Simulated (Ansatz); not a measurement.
## NaAgBr3, from a guessed structure to a relaxed one

Starting from a made-up structure for NaAgBr3, the aim is the relaxed cell, its shortest contacts and, where a second run follows, its electronic structure.

Main program and level: Ansatz 0.2.0; DFT, r2SCAN, plane-wave PAW, files of the set soft_1, scalar-relativistic, no spin, cell and ions relaxed at zero pressure; PAW set soft_1, in the first sound run; inputs show where later runs differ.

## Step 1: The structure

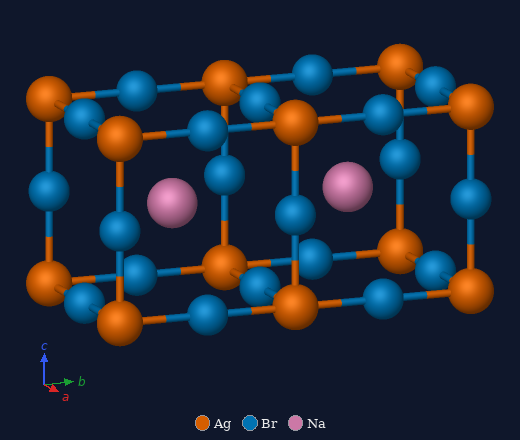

The starting structure, seen slightly off an axis (silver orange, bromine blue, sodium pink). 1×2×1 cells are drawn. Some periodic images of atoms are drawn too.

## Step 2: Relaxing cell and atoms

The guessed cell has no reason to be at equilibrium. It is relaxed with the atoms, within the space group of the guess.

File input.yaml:

```yaml
crystal:
  lattice:
    - [4.884, 0.0, 0.0]
    - [0.0, 4.884, 0.0]
    - [0.0, 0.0, 4.884]
  atoms:
    - { symbol: Ag, position: [0.0, 0.0, 0.0] }
    - { symbol: Br, position: [0.0, 0.5, 0.0] }
    - { symbol: Br, position: [0.0, 0.0, 0.5] }
    - { symbol: Br, position: [0.5, 0.0, 0.0] }
    - { symbol: Na, position: [0.5, 0.5, 0.5] }
kpoints:
  mp_grid: { grid: [6, 6, 6] }
scf:
  occupations: { method: fermi_dirac, width: 0.05 }
hamiltonian:
  xc: r2scan
  pseudopotentials: { kind: paw, azcp: { folder: soft_1 } }
relax:
  f_tol: 0.015
  max_steps: 70
  cell: {}
output:
  forces: true
  stress: true
```

Run with:

```bash
$ ansatz run input.yaml --threads 4 --pin off --max-ram 8192MiB --backend cpu --events-out ev --progress --plain --runs-dir out
```

Numbers of over 12 decimals in the logs are rounded to 6 here.

Log:

```text
Engine: ansatz 0.2.0, x86_64-unknown-linux-gnu
Pseudopotentials: kind: paw
Pseudopotential: Ag, paw, valence charge 19, recommended cutoff 500 eV (meta_gga), soft_1/Ag.paw.azcp
Pseudopotential: Br, paw, valence charge 7, recommended cutoff 500 eV (meta_gga), soft_1/Br.paw.azcp
Pseudopotential: Na, paw, valence charge 9, recommended cutoff 500 eV (meta_gga), soft_1/Na.paw.azcp
Functional definition: r2SCAN
  parameter k0 = 0.174
  parameter k1 = 0.065
  parameter a1 = 4.9479
  exchange = r2scan_x(k0 = k0, k1 = k1, a1 = a1)
  correlation = r2scan_c
Crystal: 5 atoms, lattice volume = 116.500 Å³
Basis set: ecut = 500 eV, 2945 PW (Γ), exchange–correlation on 144×144×144 points (64 copies of the dense FFT grid, shifted against one another)
Bands: 30, of which v1, the nominal top of the filled ones, is band 25 counted from 1 (24 counted from 0)
Symmetry: 48 space group operations
Space group: Pm-3m (ITA 221), of the structure as read, at distance tolerance 4.9e-5 Å
k-points: 20 of 216
Non-local potential: Ag, projectors of the file, l = 0: 3, l = 1: 2, l = 2: 2, l = 3: 1
Non-local potential: Br, projectors of the file, l = 0: 2, l = 1: 2, l = 2: 2
Non-local potential: Na, projectors of the file, l = 0: 3, l = 1: 2, l = 2: 1
PAW form: soft (Blöchl's): semilocal exchange-correlation on the pseudo side does not see the compensation charge
PAW frozen core: Ag, regenerated for the run's functional (the file was generated under x = pbe(κ = 0.804, μ = 0.219515), c = pbe(β = 0.066725))
PAW frozen core: Br, regenerated for the run's functional (the file was generated under x = pbe(κ = 0.804, μ = 0.219515), c = pbe(β = 0.066725))
PAW frozen core: Na, regenerated for the run's functional (the file was generated under x = pbe(κ = 0.804, μ = 0.219515), c = pbe(β = 0.066725))
PAW one-centre angular grid: Ag, 590 points (default); XC on 160 Gauss nodes
PAW one-centre angular grid: Br, 302 points (default); XC on 160 Gauss nodes
PAW one-centre angular grid: Na, 302 points (default); XC on 317 of its mesh's 2451 points in the sphere
Initial density: superposition of atomic densities (chi_scale 0.1, normalization cell, long waves kept (reshape's long-wave potential 0.00 eV rms))
Initial wavefunctions: pseudopotential atomic-orbital guess
Functional: x = r2scan, c = r2scan; τ floored in thin density (d = 2e-4 eV/Å³)
SCF iter   1: F=—  HF=-17474.728003 eV  |F-HF|=—  |Δ(HF+E_count)|=         —  Δρ=4.94e-2  dr2=2.12e0  dr2_τ=1.99e-2  ethr=3.10e-3  ⟨swp⟩=7.0  Hψ=2607  notcnv=0
preconditioner: auto → Kerker (q_TF=auto, 2.362 Å⁻¹)  [metal: Δε(μ)=0.054 eV  Ē_g=11.793 eV  σ=0.050 eV  W_gap=0.25  n_scr=26 (ndim 8)  ℏωp=19.8 eV  f_vac=0.001  D(μ)=2.43/eV (n_scr^D=18)]
SCF iter   2: F=—  HF=-17474.123700 eV  |F-HF|=—  |Δ(HF+E_count)|=   6.04e-1  Δρ=1.97e-2  dr2=4.67e-1  dr2_τ=4.11e-2  ethr=3.10e-3  ⟨swp⟩=2.9  Hψ=1308  notcnv=0  defer=20
SCF iter   3: F=—  HF=-17474.021382 eV  |F-HF|=—  |Δ(HF+E_count)|=   1.02e-1  Δρ=7.55e-3  dr2=1.17e-1  dr2_τ=2.95e-3  ethr=9.52e-4  ⟨swp⟩=3.0  Hψ=1160  notcnv=0  defer=20
SCF iter   4: F=—  HF=-17473.983552 eV  |F-HF|=—  |Δ(HF+E_count)|=   3.78e-2  Δρ=2.65e-3  dr2=2.20e-2  dr2_τ=6.37e-4  ethr=2.39e-4  ⟨swp⟩=3.0  Hψ=1136  notcnv=0  defer=20
SCF iter   5: F=—  HF=-17473.979170 eV  |F-HF|=—  |Δ(HF+E_count)|=   4.38e-3  Δρ=1.47e-3  dr2=4.24e-3  dr2_τ=1.56e-4  ethr=4.50e-5  ⟨swp⟩=2.0  Hψ=1088  notcnv=0  defer=20
SCF iter   6: F=—  HF=-17473.978962 eV  |F-HF|=—  |Δ(HF+E_count)|=   2.08e-4  Δρ=4.45e-4  dr2=3.88e-4  dr2_τ=1.50e-5  ethr=8.66e-6  ⟨swp⟩=2.1  Hψ=1044  notcnv=0  defer=20
SCF iter   7: F=—  HF=-17473.979030 eV  |F-HF|=—  |Δ(HF+E_count)|=   6.78e-5  Δρ=1.59e-4  dr2=6.62e-5  dr2_τ=1.01e-6  ethr=7.92e-7  ⟨swp⟩=2.5  Hψ=968  notcnv=0  defer=20
SCF iter   8: F=—  HF=-17473.979035 eV  |F-HF|=—  |Δ(HF+E_count)|=   4.43e-6  Δρ=5.24e-5  dr2=3.99e-6  dr2_τ=1.96e-7  ethr=1.35e-7  ⟨swp⟩=2.0  Hψ=858  notcnv=0  defer=19
SCF iter   9: F=—  HF=-17473.979036 eV  |F-HF|=—  |Δ(HF+E_count)|=   1.06e-6  Δρ=1.16e-5  dr2=2.80e-7  dr2_τ=6.17e-9  ethr=8.15e-9  ⟨swp⟩=2.0  Hψ=961  notcnv=0  defer=19
SCF iter  10: F=-17473.979036 eV  HF=-17473.979036 eV  |F-HF|=1.27e-8  |Δ(HF+E_count)|=   6.63e-8  Δρ=3.55e-6  dr2=1.86e-8  dr2_τ=6.71e-10  ethr=2.04e-10  ⟨swp⟩=5.0  Hψ=2074  notcnv=0
SCF 1 converged in 10 iterations: F = -17473.979036 eV  dr2 = 1.86e-8
  greatest PAW one-centre occupation: 1.003 electrons in one spin orbital (limit 2), on the Ag atom at site 0 (counted from 0), in its partial waves of l = 0
relax step   1: F+E_penalty+E_count = -17473.97903564 eV  Δ(F+E_penalty+E_count) = +0.000e0 eV  max|allowed force component| = 3.869e-29 eV/Å  Δτ_max = 0.0000 Å  P = +15.647 GPa  Ω = 116.500 Å³  (10 SCF iters, dr2 threshold 1.00e-7 eV, accepted)
Crystal: 5 atoms, lattice volume = 134.383 Å³
Basis set: ecut = 500 eV, 3407 PW (Γ), exchange–correlation on 144×144×144 points (64 copies of the dense FFT grid, shifted against one another)
Initial density: handed on by an earlier stage of this run
Initial wavefunctions: those handed on with the density
iter 1 solved again at ethr=6.67e-5 eV; its pass at ethr=3.10e-3 eV (dr2=3.27e-2 eV) is discarded
SCF iter   1: F=—  HF=-17474.237658 eV  |F-HF|=—  |Δ(HF+E_count)|=         —  Δρ=4.66e-3  dr2=3.33e-2  dr2_τ=5.48e-1  ethr=6.67e-5  ⟨swp⟩=1.4  Hψ=3559  notcnv=0
preconditioner: auto → LDOS  [metal: Δε(μ)=0.047 eV  Ē_g=11.204 eV  σ=0.050 eV  W_gap=0.22  n_scr=26 (ndim 8)  ℏωp=18.4 eV  f_vac=0.139  D(μ)=2.58/eV (n_scr^D=18)  β→1.0]
SCF iter   2: F=—  HF=-17475.048863 eV  |F-HF|=—  |Δ(HF+E_count)|=   8.11e-1  Δρ=3.94e-3  dr2=1.75e-2  dr2_τ=8.14e-4  ethr=6.67e-5  ⟨swp⟩=3.1  Hψ=1341  notcnv=0
SCF iter   3: F=—  HF=-17475.042660 eV  |F-HF|=—  |Δ(HF+E_count)|=   6.20e-3  Δρ=1.12e-3  dr2=2.22e-3  dr2_τ=4.88e-5  ethr=3.57e-5  ⟨swp⟩=2.0  Hψ=1208  notcnv=0  defer=2
SCF iter   4: F=—  HF=-17475.042665 eV  |F-HF|=—  |Δ(HF+E_count)|=   5.23e-6  Δρ=8.08e-4  dr2=9.47e-4  dr2_τ=8.58e-6  ethr=4.54e-6  ⟨swp⟩=2.1  Hψ=996  notcnv=0  defer=2
SCF iter   5: F=—  HF=-17475.042505 eV  |F-HF|=—  |Δ(HF+E_count)|=   1.60e-4  Δρ=4.11e-4  dr2=2.52e-4  dr2_τ=2.75e-6  ethr=1.93e-6  ⟨swp⟩=2.1  Hψ=869  notcnv=0  defer=2
SCF iter   6: F=—  HF=-17475.042404 eV  |F-HF|=—  |Δ(HF+E_count)|=   1.01e-4  Δρ=1.42e-4  dr2=2.99e-5  dr2_τ=3.91e-7  ethr=5.14e-7  ⟨swp⟩=2.3  Hψ=913  notcnv=0  defer=2
SCF iter   7: F=-17475.042399 eV  HF=-17475.042399 eV  |F-HF|=1.42e-7  |Δ(HF+E_count)|=   5.86e-6  Δρ=1.16e-5  dr2=1.11e-7  dr2_τ=1.83e-8  ethr=1.02e-9  ⟨swp⟩=4.0  Hψ=2787  notcnv=0
SCF 2 converged in 7 iterations: F = -17475.042399 eV  dr2 = 1.11e-7
relax step   2: F+E_penalty+E_count = -17475.04239868 eV  Δ(F+E_penalty+E_count) = -1.063e0 eV  max|allowed force component| = 5.512e-29 eV/Å  Δτ_max = 0.0000 Å  P = +4.812 GPa  Ω = 134.383 Å³  energy of the carried Pulay correction = -3.768e-3 eV  (7 SCF iters, dr2 threshold 5.00e-7 eV, accepted)
Crystal: 5 atoms, lattice volume = 144.189 Å³
Basis set: ecut = 500 eV, 3743 PW (Γ), exchange–correlation on 144×144×144 points (64 copies of the dense FFT grid, shifted against one another)
iter 1 solved again at ethr=1.30e-5 eV; its pass at ethr=3.10e-3 eV (dr2=6.38e-3 eV) is discarded
SCF iter   1: F=—  HF=-17475.006816 eV  |F-HF|=—  |Δ(HF+E_count)|=         —  Δρ=2.18e-3  dr2=7.22e-3  dr2_τ=1.23e-1  ethr=1.30e-5  ⟨swp⟩=2.5  Hψ=3481  notcnv=0
preconditioner: auto → LDOS  [metal: Δε(μ)=0.043 eV  Ē_g=10.924 eV  σ=0.050 eV  W_gap=0.20  n_scr=26 (ndim 8)  ℏωp=17.8 eV  f_vac=0.154  D(μ)=2.64/eV (n_scr^D=18)  β→1.0]
SCF iter   2: F=—  HF=-17475.228881 eV  |F-HF|=—  |Δ(HF+E_count)|=   2.22e-1  Δρ=2.00e-3  dr2=4.52e-3  dr2_τ=1.99e-4  ethr=1.30e-5  ⟨swp⟩=3.0  Hψ=1338  notcnv=0
SCF iter   3: F=—  HF=-17475.227318 eV  |F-HF|=—  |Δ(HF+E_count)|=   1.56e-3  Δρ=4.18e-4  dr2=3.12e-4  dr2_τ=1.02e-5  ethr=9.22e-6  ⟨swp⟩=2.0  Hψ=1045  notcnv=0
SCF iter   4: F=—  HF=-17475.227366 eV  |F-HF|=—  |Δ(HF+E_count)|=   4.78e-5  Δρ=2.97e-4  dr2=1.18e-4  dr2_τ=1.06e-6  ethr=6.37e-7  ⟨swp⟩=2.0  Hψ=1090  notcnv=0
SCF iter   5: F=—  HF=-17475.227348 eV  |F-HF|=—  |Δ(HF+E_count)|=   1.81e-5  Δρ=1.55e-4  dr2=4.19e-5  dr2_τ=5.00e-7  ethr=2.40e-7  ⟨swp⟩=2.3  Hψ=932  notcnv=0
SCF iter   6: F=—  HF=-17475.227338 eV  |F-HF|=—  |Δ(HF+E_count)|=   9.53e-6  Δρ=7.63e-5  dr2=1.12e-5  dr2_τ=9.82e-8  ethr=8.56e-8  ⟨swp⟩=2.0  Hψ=664  notcnv=0
SCF iter   7: F=-17475.227335 eV  HF=-17475.227335 eV  |F-HF|=5.85e-9  |Δ(HF+E_count)|=   2.62e-6  Δρ=8.16e-6  dr2=6.71e-8  dr2_τ=5.97e-9  ethr=1.02e-9  ⟨swp⟩=3.6  Hψ=2530  notcnv=0
SCF 3 converged in 7 iterations: F = -17475.227335 eV  dr2 = 6.71e-8
relax step   3: F+E_penalty+E_count = -17475.22733548 eV  Δ(F+E_penalty+E_count) = -1.849e-1 eV  max|allowed force component| = 8.480e-30 eV/Å  Δτ_max = 0.0000 Å  P = +1.513 GPa  Ω = 144.189 Å³  energy of the carried Pulay correction = -5.616e-3 eV  (7 SCF iters, dr2 threshold 5.00e-7 eV, accepted)
Crystal: 5 atoms, lattice volume = 149.737 Å³
Basis set: ecut = 500 eV, 3791 PW (Γ), exchange–correlation on 144×144×144 points (64 copies of the dense FFT grid, shifted against one another)
iter 1 solved again at ethr=3.64e-6 eV; its pass at ethr=3.10e-3 eV (dr2=1.78e-3 eV) is discarded
SCF iter   1: F=—  HF=-17475.187149 eV  |F-HF|=—  |Δ(HF+E_count)|=         —  Δρ=1.14e-3  dr2=1.99e-3  dr2_τ=3.41e-2  ethr=3.64e-6  ⟨swp⟩=2.5  Hψ=3391  notcnv=0
preconditioner: auto → LDOS  [metal: Δε(μ)=0.041 eV  Ē_g=10.785 eV  σ=0.050 eV  W_gap=0.20  n_scr=26 (ndim 8)  ℏωp=17.4 eV  f_vac=0.168  D(μ)=2.68/eV (n_scr^D=18)  β→1.0]
SCF iter   2: F=—  HF=-17475.254804 eV  |F-HF|=—  |Δ(HF+E_count)|=   6.77e-2  Δρ=1.07e-3  dr2=1.29e-3  dr2_τ=5.32e-5  ethr=3.64e-6  ⟨swp⟩=2.9  Hψ=1328  notcnv=0
SCF iter   3: F=—  HF=-17475.254374 eV  |F-HF|=—  |Δ(HF+E_count)|=   4.29e-4  Δρ=2.05e-4  dr2=6.93e-5  dr2_τ=3.00e-6  ethr=2.64e-6  ⟨swp⟩=2.0  Hψ=1022  notcnv=0
SCF iter   4: F=—  HF=-17475.254396 eV  |F-HF|=—  |Δ(HF+E_count)|=   2.20e-5  Δρ=1.30e-4  dr2=2.17e-5  dr2_τ=1.87e-7  ethr=1.41e-7  ⟨swp⟩=2.0  Hψ=1091  notcnv=0
SCF iter   5: F=—  HF=-17475.254393 eV  |F-HF|=—  |Δ(HF+E_count)|=   3.78e-6  Δρ=6.12e-5  dr2=7.06e-6  dr2_τ=9.41e-8  ethr=4.42e-8  ⟨swp⟩=2.5  Hψ=982  notcnv=0
SCF iter   6: F=—  HF=-17475.254391 eV  |F-HF|=—  |Δ(HF+E_count)|=   1.27e-6  Δρ=3.51e-5  dr2=2.47e-6  dr2_τ=2.06e-8  ethr=1.44e-8  ⟨swp⟩=1.4  Hψ=624  notcnv=0
SCF iter   7: F=-17475.254391 eV  HF=-17475.254391 eV  |F-HF|=2.67e-8  |Δ(HF+E_count)|=   5.96e-7  Δρ=5.94e-6  dr2=4.56e-8  dr2_τ=2.07e-9  ethr=1.02e-9  ⟨swp⟩=3.3  Hψ=2322  notcnv=0
SCF 4 converged in 7 iterations: F = -17475.254391 eV  dr2 = 4.56e-8
relax step   4: F+E_penalty+E_count = -17475.25439073 eV  Δ(F+E_penalty+E_count) = -2.706e-2 eV  max|allowed force component| = 1.435e-29 eV/Å  Δτ_max = 0.0000 Å  P = +0.159 GPa  Ω = 149.737 Å³  energy of the carried Pulay correction = -6.603e-3 eV  (7 SCF iters, dr2 threshold 5.00e-7 eV, accepted)
Crystal: 5 atoms, lattice volume = 150.474 Å³
Basis set: ecut = 500 eV, 3887 PW (Γ), exchange–correlation on 144×144×144 points (64 copies of the dense FFT grid, shifted against one another)
iter 1 solved again at ethr=7.67e-8 eV; its pass at ethr=3.10e-3 eV (dr2=3.76e-5 eV) is discarded
SCF iter   1: F=—  HF=-17475.253416 eV  |F-HF|=—  |Δ(HF+E_count)|=         —  Δρ=1.49e-4  dr2=3.23e-5  dr2_τ=5.62e-4  ethr=7.67e-8  ⟨swp⟩=3.0  Hψ=3124  notcnv=0
preconditioner: auto → LDOS  [metal: Δε(μ)=0.041 eV  Ē_g=10.802 eV  σ=0.050 eV  W_gap=0.20  n_scr=26 (ndim 8)  ℏωp=17.4 eV  f_vac=0.168  D(μ)=2.68/eV (n_scr^D=18)  β→1.0]
SCF iter   2: F=—  HF=-17475.254633 eV  |F-HF|=—  |Δ(HF+E_count)|=   1.22e-3  Δρ=1.35e-4  dr2=1.97e-5  dr2_τ=7.35e-7  ethr=6.59e-8  ⟨swp⟩=2.2  Hψ=1191  notcnv=0
SCF iter   3: F=—  HF=-17475.254627 eV  |F-HF|=—  |Δ(HF+E_count)|=   6.04e-6  Δρ=2.64e-5  dr2=1.12e-6  dr2_τ=5.30e-8  ethr=4.03e-8  ⟨swp⟩=2.0  Hψ=1018  notcnv=0
SCF iter   4: F=—  HF=-17475.254628 eV  |F-HF|=—  |Δ(HF+E_count)|=   3.14e-7  Δρ=1.58e-5  dr2=3.36e-7  dr2_τ=3.45e-9  ethr=2.29e-9  ⟨swp⟩=2.0  Hψ=1091  notcnv=0
SCF iter   5: F=—  HF=-17475.254627 eV  |F-HF|=—  |Δ(HF+E_count)|=   5.99e-8  Δρ=7.36e-6  dr2=1.04e-7  dr2_τ=1.43e-9  ethr=6.87e-10  ⟨swp⟩=3.0  Hψ=1169  notcnv=0
SCF iter   6: F=-17475.254627 eV  HF=-17475.254627 eV  |F-HF|=3.37e-8  |Δ(HF+E_count)|=   1.69e-8  Δρ=4.42e-6  dr2=3.71e-8  dr2_τ=3.19e-10  ethr=1.28e-10  ⟨swp⟩=4.0  Hψ=1850  notcnv=0
SCF 5 converged in 6 iterations: F = -17475.254627 eV  dr2 = 3.71e-8
relax step   5: F+E_penalty+E_count = -17475.25462745 eV  Δ(F+E_penalty+E_count) = -2.367e-4 eV  max|allowed force component| = 1.333e-29 eV/Å  Δτ_max = 0.0000 Å  P = +0.001 GPa  Ω = 150.474 Å³  energy of the carried Pulay correction = -6.731e-3 eV  (6 SCF iters, dr2 threshold 6.29e-8 eV, accepted)
Basis set: ecut = 500 eV, 3887 PW (Γ), exchange–correlation on 160×160×160 points (64 copies of the dense FFT grid, shifted against one another)
Initial wavefunctions: pseudopotential atomic-orbital guess (no wavefunctions were taken with the density)
iter 1 solved again at ethr=5.00e-7 eV; its pass at ethr=3.10e-3 eV (dr2=2.45e-4 eV) is discarded
SCF iter   1: F=—  HF=-17475.252280 eV  |F-HF|=—  |Δ(HF+E_count)|=         —  Δρ=5.35e-4  dr2=5.75e-5  dr2_τ=1.80e-4  ethr=5.00e-7  ⟨swp⟩=3.0  Hψ=4184  notcnv=0
preconditioner: auto → LDOS  [metal: Δε(μ)=0.041 eV  Ē_g=10.839 eV  σ=0.050 eV  W_gap=0.20  n_scr=26 (ndim 8)  ℏωp=17.4 eV  f_vac=0.167  D(μ)=2.67/eV (n_scr^D=18)  β→1.0]
SCF iter   2: F=—  HF=-17475.263758 eV  |F-HF|=—  |Δ(HF+E_count)|=   1.15e-2  Δρ=1.25e-4  dr2=4.59e-5  dr2_τ=1.85e-6  ethr=1.17e-7  ⟨swp⟩=3.0  Hψ=1416  notcnv=0
SCF iter   3: F=—  HF=-17475.263737 eV  |F-HF|=—  |Δ(HF+E_count)|=   2.15e-5  Δρ=4.75e-5  dr2=4.02e-6  dr2_τ=2.00e-6  ethr=9.37e-8  ⟨swp⟩=2.5  Hψ=886  notcnv=0
SCF iter   4: F=—  HF=-17475.263744 eV  |F-HF|=—  |Δ(HF+E_count)|=   6.91e-6  Δρ=1.23e-5  dr2=2.66e-7  dr2_τ=7.40e-9  ethr=8.20e-9  ⟨swp⟩=2.0  Hψ=986  notcnv=0
SCF iter   5: F=—  HF=-17475.263744 eV  |F-HF|=—  |Δ(HF+E_count)|=   2.97e-8  Δρ=7.46e-6  dr2=1.19e-7  dr2_τ=9.99e-10  ethr=5.42e-10  ⟨swp⟩=2.0  Hψ=680  notcnv=0
SCF iter   6: F=—  HF=-17475.263744 eV  |F-HF|=—  |Δ(HF+E_count)|=   1.86e-8  Δρ=4.93e-6  dr2=4.69e-8  dr2_τ=3.73e-10  ethr=2.43e-10  ⟨swp⟩=2.0  Hψ=660  notcnv=0
SCF iter   7: F=—  HF=-17475.263744 eV  |F-HF|=—  |Δ(HF+E_count)|=   1.13e-8  Δρ=9.12e-7  dr2=2.14e-9  dr2_τ=3.82e-11  ethr=9.57e-11  ⟨swp⟩=2.1  Hψ=827  notcnv=0
SCF iter   8: F=—  HF=-17475.263744 eV  |F-HF|=—  |Δ(HF+E_count)|=  4.18e-10  Δρ=2.13e-7  dr2=5.27e-11  dr2_τ=3.34e-12  ethr=4.37e-12  ⟨swp⟩=2.0  Hψ=902  notcnv=0
SCF iter   9: F=-17475.263744 eV  HF=-17475.263744 eV  |F-HF|=1.46e-11  |Δ(HF+E_count)|=  1.09e-11  Δρ=2.83e-8  dr2=7.15e-13  dr2_τ=1.98e-13  ethr=1.00e-12  ⟨swp⟩=4.8  Hψ=2025  notcnv=0
SCF 6 converged in 9 iterations: F = -17475.263744 eV  dr2 = 7.15e-13
relax step   6: F+E_penalty+E_count = -17475.26374354 eV  Δ(F+E_penalty+E_count) = -9.116e-3 eV  max|allowed force component| = 8.270e-30 eV/Å  Δτ_max = 0.0000 Å  P = +0.012 GPa  Ω = 150.474 Å³  stress off target by 1.22e-2 GPa  SCF on the basis re-selected at this cell (its energy is not comparable with the rows above)  (9 SCF iters)
basis re-selected at this cell: Δ(F+E_penalty+E_count) = -9.116e-3 eV, ΔP = +0.011 GPa vs the last step (what re-selecting the basis moved, of the pressure what is left beyond the Pulay correction that the steps carried, after the strain that the cell walked since its last selection, with what the two solves' SCF thresholds leave and, on support functions, any second-order correction that the steps lacked; it is no measure of the basis error at this ecutwfc). The dense FFT grid was sized anew with the basis: this SCF ran on 40×40×40 points, the steps before it on 36×36×36, so part of this shift can come from that change (see relax.cell in the input reference). [rest of the remark cut]
SCF converged after 9 iterations
Free energy (F): -17475.263744 eV
Harris-Foulkes:  -17475.263744 eV  (|F-HF|=1.46e-11)
Internal energy: -17475.244251 eV  (E = F + TS)
E sigma→0 (E₀):  -17475.253997 eV
Entropy (-TS):   -0.019493 eV (-3.899 meV/atom)
Fermi energy:    3.239481 eV
--- Per-component energies (eV) ---
  E_band       = -791.081684
  E_kinetic    = 975.482925
  E_local      = -6262.849069  (includes V_loc(G=0)·N_el)
  E_nonlocal   = 467.065957
  E_hartree    = 2633.879188
  E_xc         = -735.951014
  E_vxc        = -631.558607  (∫ρ·V_xc dr)
  E_paw        = -11284.946634  (= ΣΔE_a)
  E_vpaw       = -645.409325  (= ΣTr[D̂ρ^β])
  E_aug_tail   = 0.000111  (compensation charges beyond the density's cutoff)
  E_vtau       = 38.427989  (kinetic-family band-sum trace: ∫τ·v_τ [+ j·A + Jᵃ·Aᵃ] dr)
  E_ewald      = -3266.915562
  E_core_change = -1.010153  (= ΣΔE_core)
  E_smearing   = -0.019493  (= −TS)
  E_closure    = 0.000000  (closes the sum)
  Σ components = -17475.263744   (vs F -17475.263744, Δ=0.00e0)
--- Forces (eV/Å), atoms counted from 1 ---
  atom   1  Ag    -0.00000000    -0.00000000    -0.00000000
  atom   2  Br     0.00000000    -0.00000000    -0.00000000
  atom   3  Br     0.00000000    -0.00000000     0.00000000
  atom   4  Br     0.00000000     0.00000000     0.00000000
  atom   5  Na     0.00000000    -0.00000000     0.00000000
  max |Σ_I F_I| component: 1.12e-29 eV/Å
--- Stress (GPa, compression-positive) ---
        0.012212       0.000000      -0.000000
        0.000000       0.012212       0.000000
       -0.000000       0.000000       0.012212
  P = ⅓ Tr σ = 0.0122 GPa (0.122 kbar)
--- Relaxed structure (5 steps of the walk, 5 accepted, 1 SCFs on fresh bases) ---
  F+E_penalty+E_count = -17475.26374354 eV   max|allowed force component| = 8.270e-30 eV/Å   (the final SCF, on the basis selected at the relaxed cell)
  cell:  # Å, volume = 150.4737 Å³
    - [5.318880, 0, 0.0]
    - [0, 5.318880, 0]
    - [0.0, 0, 5.318880]
  atoms:
    - { symbol: Ag, position: [0, 0, 0] }
    - { symbol: Br, position: [0, 0.5, 0] }
    - { symbol: Br, position: [0, 0, 0.5] }
    - { symbol: Br, position: [0.5, 0, 0] }
    - { symbol: Na, position: [0.5, 0.5, 0.5] }
```

Elapsed: 5.7 s, on 4 threads of AMD EPYC 9B45 (Zen 5), shared host; peak memory 0.83 GiB.

This run has no spin polarisation although its electron count is odd.

[end of part 1 of 2]

[Logs are printed without paths, hosts, clocks, repeated set-up lines and the standing remarks that a program may print on its own settings, such as how far it seeks lower states.]

[Hosts, paths, dates, database ids (printed as entryN), source tags and the programs' standing remarks are cut or masked in the printed files.]
